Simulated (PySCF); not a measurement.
**C₃H₈BP: electronic excitations at several levels of theory**

How much do the electronic excitations of C₃H₈BP (`C=CCBP`) depend on the level of theory, and what does each level cost?

Programs: PySCF 2.14.0, with density-fitted response routines of our own. Each step states its level of theory. These are calculated values for one molecule in the gas phase, unless marked as measured. Atoms count from 0, in the outputs and in this text.

### Step 1. Starting geometry

13 atoms, charge 0, multiplicity 1; geometry from: GFN2-xTB. The atoms were then displaced at random by about 0.01 Å, so the start is not that level's minimum.

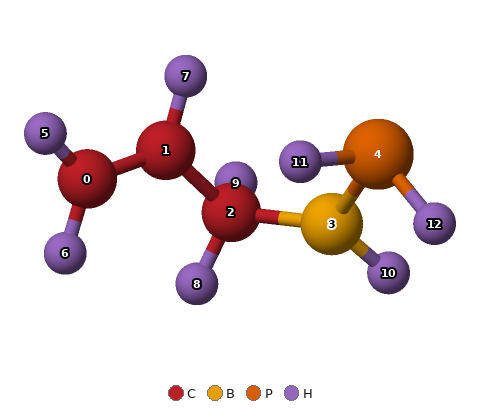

As it starts; carbon red, boron amber, phosphorus orange, hydrogen purple, atoms numbered; sticks join atoms by distance.

### Step 2. Optimising the geometry at PBE0-D3(BJ)/def2-SVP

Job settings and geometry (Å):

```
{"job": {"xc": "PBE0", "basis": "def2-SVP", "d3": "d3bj", "grid": 1, "shake": 0.01, "kind": "geom"}, "charge": 0, "multiplicity": 1}
C      1.915620    -0.274780     0.860690
C      1.128450    -0.147170    -0.219340
C      0.140130     0.960690    -0.475690
B     -1.327800     0.535090    -0.494080
P     -1.889870    -1.261330    -0.438010
H      2.564310    -1.072210     1.000840
H      1.889620     0.492750     1.637600
H      1.183270    -0.900280    -0.991900
H      0.300690     1.761720     0.292740
H      0.386610     1.419630    -1.426210
H     -2.185290     1.349980    -0.677140
H     -1.055240    -1.739540     0.570630
H     -3.044690    -1.141450     0.349560
```

Command:

```
$ OMP_NUM_THREADS=1 python probes_run.py task.json out
```

The driver reads the jobs from task.json and runs them one after another.

Output:

```text
step   0  E = -484.77652856  max force = 0.037961
step   1  E = -484.78214145  max force = 0.010497
step   2  E = -484.78247858  max force = 0.002110
step   3  E = -484.78245606  max force = 0.003684
step   4  E = -484.78254689  max force = 0.001380
step   5  E = -484.78255824  max force = 0.000464
step   6  E = -484.78256364  max force = 0.000436
optimisation converged
```

Wall time 22 s (1 thread of Intel Xeon 6975P-C, shared host); peak memory 0.48 GiB.

Along the way:

```
step  energy from step 0 (eV)  largest force component (eV/Å)
   0                   0.0000                          1.9520
   1                  -0.1527                          0.5398
   2                  -0.1619                          0.1085
   3                  -0.1613                          0.1894
   4                  -0.1638                          0.0710
   5                  -0.1641                          0.0239
   6                  -0.1642                          0.0224
```

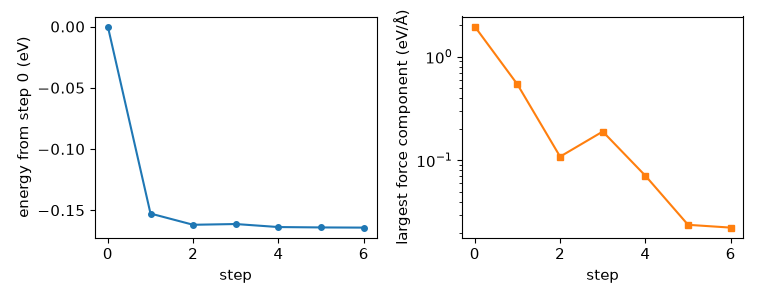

Energy and force, step by step.

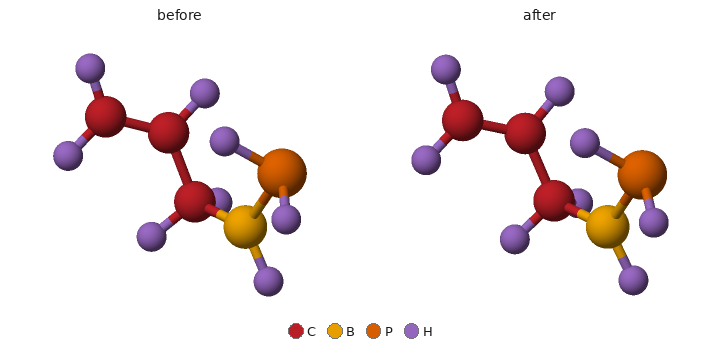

Before and after, at one scale.

Distances of close pairs at the start and the end, largest changes first:

```
  bond  before (Å)  after (Å)  change (Å)
 C0–H5       1.037      1.093      +0.056
 C2–B3       1.528      1.573      +0.044
P4–H11       1.394      1.421      +0.027
 C2–H9       1.084      1.109      +0.025
 C1–H7       1.080      1.099      +0.018
P4–H12       1.403      1.420      +0.017
 C2–H8       1.122      1.107      -0.015
B3–H10       1.197      1.211      +0.014
```

The next job starts from the end point, and lists it.

```
                         at the end point                value
  point group (found at 0.08 Å tolerance)                   C1
rotational constants (GHz, main isotopes)  7.200, 2.050, 1.711
                        dipole moment (D)                 0.73
```

### Step 3. TDDFT and polarisability: PBE0/def2-TZVP

Job settings and geometry (Å):

```
{"job": {"kind": "uv", "xc": "PBE0", "basis": "def2-TZVP"}, "charge": 0, "multiplicity": 1}
C      1.992506    -0.363851     0.943818
C      1.275111    -0.250648    -0.175678
C      0.268810     0.811712    -0.471060
B     -1.244244     0.388337    -0.536148
P     -1.826100    -1.394622    -0.417492
H      2.691649    -1.191139     1.092262
H      1.909177     0.369180     1.753350
H      1.400593    -1.016305    -0.953489
H      0.330908     1.640279     0.260401
H      0.483055     1.296423    -1.445638
H     -2.071609     1.225792    -0.820722
H     -1.030943    -1.914032     0.639006
H     -3.071749    -1.270667     0.251910
```

Method: TDDFT PBE0/def2-TZVP, vertical, gas phase, core orbitals frozen in the response.

Output:

```text
coarse grid: 10928 points
cycle   1  E = -485.0140021831  dE =  2.449e-01  |g| = 3.598e-01  |ddm| = 2.524e+00
cycle   2  E = -485.0106713435  dE =  3.331e-03  |g| = 3.764e-01  |ddm| = 6.360e-01
cycle   3  E = -485.0500143486  dE = -3.934e-02  |g| = 4.127e-02  |ddm| = 3.683e-01
cycle   4  E = -485.0502820382  dE = -2.677e-04  |g| = 3.067e-02  |ddm| = 5.759e-02
cycle   5  E = -485.0505285794  dE = -2.465e-04  |g| = 7.052e-03  |ddm| = 2.456e-02
cycle   6  E = -485.0505407446  dE = -1.217e-05  |g| = 2.459e-03  |ddm| = 6.943e-03
cycle   7  E = -485.0505422227  dE = -1.478e-06  |g| = 4.619e-04  |ddm| = 2.136e-03
final grid: 99736 points
cycle   8  E = -485.0413981107  dE = -4.105e-05  |g| = 7.033e-03  |ddm| = 5.069e-02
cycle   9  E = -485.0413930334  dE =  5.077e-06  |g| = 7.945e-03  |ddm| = 1.154e-02
cycle  10  E = -485.0414098196  dE = -1.679e-05  |g| = 1.156e-03  |ddm| = 6.819e-03
cycle  11  E = -485.0414101578  dE = -3.382e-07  |g| = 3.707e-04  |ddm| = 1.054e-03
cycle  12  E = -485.0414101919  dE = -3.412e-08  |g| = 7.798e-05  |ddm| = 2.779e-04
cycle  13  E = -485.0414101935  dE = -1.550e-09  |g| = 2.678e-05  |ddm| = 9.114e-05
cycle  14  E = -485.0414101937  dE = -1.992e-10  |g| = 5.311e-06  |ddm| = 2.319e-05
converged SCF energy = -485.0414101937

Static polarisability (au): isotropic 78.134, principal 62.246 79.679 92.477

Singlet excitations
state   eV       nm        f      main configurations
  1   4.7098    263.2   0.02603   H->L 0.85, H-1->L 0.12
  2   5.0029    247.8   0.06230   H-1->L 0.81, H->L 0.10
  3   6.2252    199.2   0.04562   H-2->L 0.89
  4   6.3269    196.0   0.02071   H->L+1 0.59, H-1->L+1 0.30
  5   6.6970    185.1   0.02643   H-3->L 0.95
  6   6.8379    181.3   0.06795   H->L+2 0.47, H-1->L+1 0.39
  7   6.9059    179.5   0.06259   H-1->L+2 0.36, H->L+1 0.26, H-1->L+1 0.13
  8   7.0808    175.1   0.09421   H->L+3 0.62, H->L+2 0.18, H-1->L+3 0.13
  9   7.2527    170.9   0.03968   H-1->L+2 0.42, H-1->L+3 0.26, H-1->L+1 0.08
 10   7.4507    166.4   0.00591   H-4->L 0.93

Triplet excitations (Tamm-Dancoff, eV): 3.6255 4.1962 4.6365 5.4981
```

Run time: 18 s. Hardware: 1 thread of Intel Xeon 6975P-C, shared host; peak memory 0.8 GiB.

The orbitals next to the gap, with their largest atomic shares:

```
orbital     eV                       atoms
 HOMO−3  -9.63   C2 24 %, B3 21 %, P4 19 %
 HOMO−2  -9.13  B3 26 %, P4 23 %, H10 14 %
 HOMO−1  -7.39   P4 37 %, C0 24 %, C1 19 %
   HOMO  -7.25   P4 38 %, C0 22 %, C1 15 %
   LUMO  -1.38    B3 60 %, P4 21 %, C2 8 %
 LUMO+1   0.17   C0 36 %, C1 31 %, P4 10 %
 LUMO+2   0.89  P4 28 %, B3 18 %, H12 15 %
```

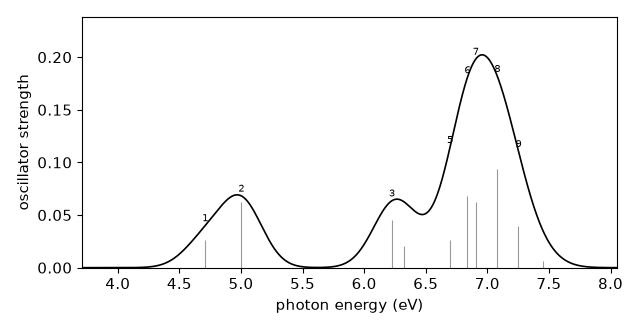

Absorption spectrum from the 10 singlet states computed; above the last one it falls off for lack of states. Lines are broadened to a width of 0.40 eV (Gaussian).

Further results of this job:

```
           property  computed
  dipole moment (D)      0.66
polarisability (Å³)     11.58
 HOMO–LUMO gap (eV)      5.87
      −ε(HOMO) (eV)      7.25
```

### Step 4. Ultraviolet spectrum: PBE0/aug-cc-pVDZ

Settings changed since step 3:

```diff
@@ -1,2 +1,2 @@
-{"job": {"kind": "uv", "xc": "PBE0", "basis": "def2-TZVP"}, "charge": 0, "multiplicity": 1}
+{"job": {"kind": "uv", "xc": "PBE0", "basis": "aug-cc-pVDZ"}, "charge": 0, "multiplicity": 1}
 C      1.992506    -0.363851     0.943818
```

Method: TDDFT PBE0/aug-cc-pVDZ, vertical, gas phase, core orbitals frozen in the response.

Output:

```text
coarse grid: 10928 points
cycle   1  E = -484.9528565727  dE =  2.815e-01  |g| = 3.271e-01  |ddm| = 9.491e+00
cycle   2  E = -484.9503012995  dE =  2.555e-03  |g| = 3.465e-01  |ddm| = 2.144e+00
cycle   3  E = -484.9853726921  dE = -3.507e-02  |g| = 3.498e-02  |ddm| = 9.291e-01
cycle   4  E = -484.9855886085  dE = -2.159e-04  |g| = 2.501e-02  |ddm| = 1.229e-01
cycle   5  E = -484.9857588115  dE = -1.702e-04  |g| = 6.787e-03  |ddm| = 6.116e-02
cycle   6  E = -484.9857714886  dE = -1.268e-05  |g| = 1.354e-03  |ddm| = 1.673e-02
cycle   7  E = -484.9857720652  dE = -5.766e-07  |g| = 3.662e-04  |ddm| = 3.951e-03
final grid: 99736 points
cycle   8  E = -484.9980601876  dE = -1.999e-05  |g| = 6.600e-03  |ddm| = 2.038e-01
cycle   9  E = -484.9980540750  dE =  6.113e-06  |g| = 8.010e-03  |ddm| = 4.347e-02
cycle  10  E = -484.9980729294  dE = -1.885e-05  |g| = 1.077e-03  |ddm| = 1.975e-02
cycle  11  E = -484.9980732507  dE = -3.213e-07  |g| = 2.019e-04  |ddm| = 2.563e-03
cycle  12  E = -484.9980732611  dE = -1.047e-08  |g| = 5.760e-05  |ddm| = 5.501e-04
cycle  13  E = -484.9980732621  dE = -1.001e-09  |g| = 2.065e-05  |ddm| = 1.831e-04
cycle  14  E = -484.9980732623  dE = -1.257e-10  |g| = 3.948e-06  |ddm| = 6.334e-05
converged SCF energy = -484.9980732623

Static polarisability (au): isotropic 82.914, principal 67.642 83.954 97.145

Singlet excitations
state   eV       nm        f      main configurations
  1   4.7213    262.6   0.02741   H->L 0.87, H-1->L 0.10
  2   5.0103    247.5   0.06064   H-1->L 0.83, H->L 0.09
  3   6.1368    202.0   0.02938   H->L+1 0.79, H-1->L+1 0.10
  4   6.2161    199.5   0.01862   H-2->L 0.71
  5   6.2633    198.0   0.00969   H->L+2 0.52, H-1->L+1 0.27
  6   6.3451    195.4   0.13645   H-1->L+1 0.36, H->L+2 0.23, H-1->L+2 0.20
  7   6.6081    187.6   0.08787   H-1->L+2 0.55, H->L+2 0.14
  8   6.7042    184.9   0.02729   H-3->L 0.94
  9   6.7441    183.8   0.00740   H->L+4 0.39, H->L+3 0.23, H-1->L+4 0.10
 10   6.8160    181.9   0.00418   H->L+6 0.41, H-1->L+6 0.25

Triplet excitations (Tamm-Dancoff, eV): 3.6797 4.1990 4.6455 5.5227
```

Wall time 15 s (1 thread of Intel Xeon 6975P-C, shared host); peak memory 0.79 GiB.

This run: HOMO -7.25 eV, LUMO -1.37 eV; lowest singlet 4.72 eV.

### Step 5. Excited states and response: PBE0/def2-TZVPD

Settings changed since step 4:

```diff
@@ -1,2 +1,2 @@
-{"job": {"kind": "uv", "xc": "PBE0", "basis": "aug-cc-pVDZ"}, "charge": 0, "multiplicity": 1}
+{"job": {"kind": "uv", "xc": "PBE0", "basis": "def2-TZVPD"}, "charge": 0, "multiplicity": 1}
 C      1.992506    -0.363851     0.943818
```

With the program's defaults for keys left out, this is: TDDFT PBE0/def2-TZVPD, vertical, gas phase, core orbitals frozen in the response.

Output:

```text
coarse grid: 10928 points
cycle   1  E = -485.0147885408  dE =  2.443e-01  |g| = 3.598e-01  |ddm| = 3.163e+00
cycle   2  E = -485.0107993514  dE =  3.989e-03  |g| = 3.786e-01  |ddm| = 1.138e+00
cycle   3  E = -485.0507231150  dE = -3.992e-02  |g| = 4.193e-02  |ddm| = 5.706e-01
cycle   4  E = -485.0510045871  dE = -2.815e-04  |g| = 3.088e-02  |ddm| = 9.756e-02
cycle   5  E = -485.0512539990  dE = -2.494e-04  |g| = 7.115e-03  |ddm| = 3.503e-02
cycle   6  E = -485.0512664073  dE = -1.241e-05  |g| = 2.466e-03  |ddm| = 1.019e-02
cycle   7  E = -485.0512679070  dE = -1.500e-06  |g| = 4.594e-04  |ddm| = 2.907e-03
final grid: 99736 points
cycle   8  E = -485.0421229794  dE = -4.412e-05  |g| = 7.034e-03  |ddm| = 2.763e-01
cycle   9  E = -485.0421178218  dE =  5.158e-06  |g| = 7.964e-03  |ddm| = 2.231e-02
cycle  10  E = -485.0421347051  dE = -1.688e-05  |g| = 1.151e-03  |ddm| = 1.040e-02
cycle  11  E = -485.0421350394  dE = -3.342e-07  |g| = 3.767e-04  |ddm| = 1.529e-03
cycle  12  E = -485.0421350746  dE = -3.527e-08  |g| = 7.964e-05  |ddm| = 4.895e-04
cycle  13  E = -485.0421350763  dE = -1.623e-09  |g| = 2.702e-05  |ddm| = 1.734e-04
cycle  14  E = -485.0421350765  dE = -2.029e-10  |g| = 5.542e-06  |ddm| = 3.695e-05
converged SCF energy = -485.0421350765

Static polarisability (au): isotropic 82.593, principal 67.353 83.722 96.705

Singlet excitations
state   eV       nm        f      main configurations
  1   4.6948    264.1   0.02718   H->L 0.86, H-1->L 0.11
  2   4.9812    248.9   0.05980   H-1->L 0.83, H->L 0.09
  3   6.1877    200.4   0.02079   H->L+1 0.62, H-1->L+1 0.22, H-2->L 0.09
  4   6.2033    199.9   0.03795   H-2->L 0.80
  5   6.4260    192.9   0.01624   H->L+2 0.63, H-1->L+1 0.23
  6   6.5130    190.4   0.13600   H-1->L+2 0.42, H-1->L+1 0.25, H->L+2 0.17
  7   6.6781    185.7   0.02451   H-3->L 0.95
  8   6.7682    183.2   0.04176   H->L+3 0.49, H-1->L+2 0.27, H-1->L+1 0.09
  9   6.8016    182.3   0.04838   H-1->L+3 0.31, H-1->L+2 0.16, H->L+1 0.12
 10   7.0695    175.4   0.00202   H->L+4 0.75, H-1->L+4 0.09

Triplet excitations (Tamm-Dancoff, eV): 3.6157 4.1892 4.6232 5.4817
```

Run time: 26 s. Hardware: 1 thread of Intel Xeon 6975P-C, shared host; peak memory 0.98 GiB.

Key values: HOMO -7.26 eV, LUMO -1.41 eV; lowest singlet 4.69 eV.

### Step 6. Ultraviolet spectrum: PBE0/6-31+G*

Settings changed since step 5:

```diff
@@ -1,2 +1,2 @@
-{"job": {"kind": "uv", "xc": "PBE0", "basis": "def2-TZVPD"}, "charge": 0, "multiplicity": 1}
+{"job": {"kind": "uv", "xc": "PBE0", "basis": "6-31+G*"}, "charge": 0, "multiplicity": 1}
 C      1.992506    -0.363851     0.943818
```

Level: TDDFT PBE0/6-31+G*, vertical, gas phase, core orbitals frozen in the response.

Output:

```text
coarse grid: 10928 points
cycle   1  E = -484.9754250643  dE =  2.696e-01  |g| = 3.372e-01  |ddm| = 3.532e+00
cycle   2  E = -484.9744401555  dE =  9.849e-04  |g| = 3.487e-01  |ddm| = 1.255e+00
cycle   3  E = -485.0100577183  dE = -3.562e-02  |g| = 3.273e-02  |ddm| = 8.704e-01
cycle   4  E = -485.0102384393  dE = -1.807e-04  |g| = 2.364e-02  |ddm| = 1.456e-01
cycle   5  E = -485.0103891988  dE = -1.508e-04  |g| = 6.516e-03  |ddm| = 4.385e-02
cycle   6  E = -485.0104010355  dE = -1.184e-05  |g| = 1.218e-03  |ddm| = 1.380e-02
cycle   7  E = -485.0104015044  dE = -4.690e-07  |g| = 3.142e-04  |ddm| = 4.045e-03
final grid: 99736 points
cycle   8  E = -484.9611632371  dE = -1.809e-05  |g| = 6.695e-03  |ddm| = 6.560e-02
cycle   9  E = -484.9611578059  dE =  5.431e-06  |g| = 7.970e-03  |ddm| = 2.545e-02
cycle  10  E = -484.9611768214  dE = -1.902e-05  |g| = 1.005e-03  |ddm| = 1.645e-02
cycle  11  E = -484.9611770979  dE = -2.765e-07  |g| = 1.978e-04  |ddm| = 2.222e-03
cycle  12  E = -484.9611771078  dE = -9.880e-09  |g| = 5.506e-05  |ddm| = 4.821e-04
cycle  13  E = -484.9611771086  dE = -8.520e-10  |g| = 1.892e-05  |ddm| = 1.648e-04
converged SCF energy = -484.9611771086

Static polarisability (au): isotropic 76.522, principal 60.636 78.120 90.810

Singlet excitations
state   eV       nm        f      main configurations
  1   4.7559    260.7   0.02733   H->L 0.84, H-1->L 0.13
  2   5.0678    244.7   0.07276   H-1->L 0.81, H->L 0.11
  3   6.2318    199.0   0.02757   H->L+1 0.70, H-1->L+1 0.15
  4   6.3149    196.3   0.02178   H-2->L 0.76, H-1->L+2 0.09
  5   6.3740    194.5   0.01616   H->L+2 0.66, H-1->L+1 0.28
  6   6.4531    192.1   0.14506   H-1->L+2 0.36, H-1->L+1 0.27, H->L+2 0.10
  7   6.7190    184.5   0.10002   H-1->L+2 0.45, H-1->L+1 0.17, H->L+2 0.10
  8   6.7792    182.9   0.02963   H-3->L 0.94
  9   6.9487    178.4   0.01691   H->L+3 0.46, H-1->L+3 0.26
 10   7.0614    175.6   0.02878   H->L+5 0.41, H->L+3 0.21, H->L+6 0.16

Triplet excitations (Tamm-Dancoff, eV): 3.7369 4.2063 4.6700 5.6426
```

Run time: 7.3 s. Hardware: 1 thread of Intel Xeon 6975P-C, shared host; peak memory 0.61 GiB.

In short: HOMO -7.22 eV, LUMO -1.32 eV; lowest singlet 4.76 eV.

### Step 7. Run by run: electronic excitations

Excitations and ground-state properties, with basis size and wall time:

```
             run  lowest singlet (eV)  brightest (eV)      f  gap (eV)  α (Å³)  μ (D)  functions   time
  PBE0/def2-TZVP                 4.71            7.08  0.094      5.87   11.58   0.66        209   18 s
PBE0/aug-cc-pVDZ                 4.72            6.35  0.136      5.87   12.29   0.68        191   15 s
 PBE0/def2-TZVPD                 4.69            6.51  0.136      5.85   12.24   0.65        263   26 s
    PBE0/6-31+G*                 4.76            6.45  0.145      5.90   11.34   0.81        110  7.3 s
```

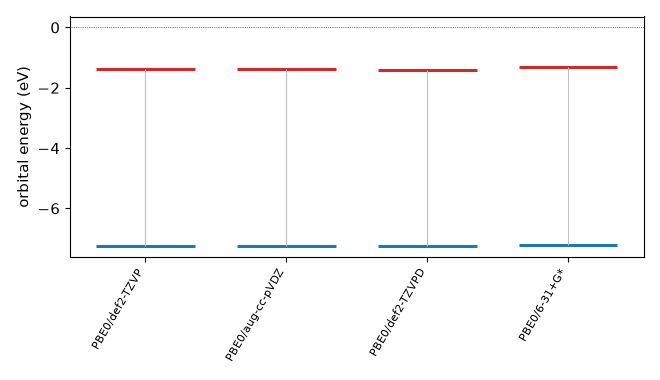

HOMO (blue) and LUMO (red) run by run.

### Step 8. What came out

| quantity | value |
| --- | --- |
| point group | C1 |
| rotational constants (main isotopes) | 7.20, 2.05, 1.71 GHz |
| lowest singlet (PBE0/def2-TZVP) | 4.71 eV (263 nm), f = 0.026 |
| brightest single state of those computed | state 8, 7.08 eV, f = 0.094 |
| lowest triplet | 3.63 eV |
| range of the lowest singlet | 4.69 to 4.76 eV |

What this shows: Single values in the summary come from the first sound run of each kind (PBE0/def2-TZVP), which need not be the best level. The start of the PBE0/def2-SVP relaxation was shaken at random by about 0.01 Å, so part of the energy gained, and of the first lengths quoted, undoes that. Over 6 steps the energy fell by 0.164 eV; of the close pairs, C0–H5 changed most, 1.037 to 1.093 Å. The first singlet state (HOMO→LUMO 0.85, HOMO−1→LUMO 0.12) lies at 4.71 eV and is weak; of the 10 states computed, the strongest absorption comes from state 8 at 7.08 eV. The lowest triplet lies 1.08 eV below the lowest singlet (triplets in Tamm-Dancoff, singlets in full TDDFT). The basis of PBE0/def2-TZVP has no diffuse functions, so Rydberg states are missing and the high states are unreliable. The lowest singlet runs from 4.69 eV (PBE0/def2-TZVPD) to 4.76 eV (PBE0/6-31+G*), while the orbital gap spans 5.85 to 5.90 eV. The lowest state need not be the same one in every run.
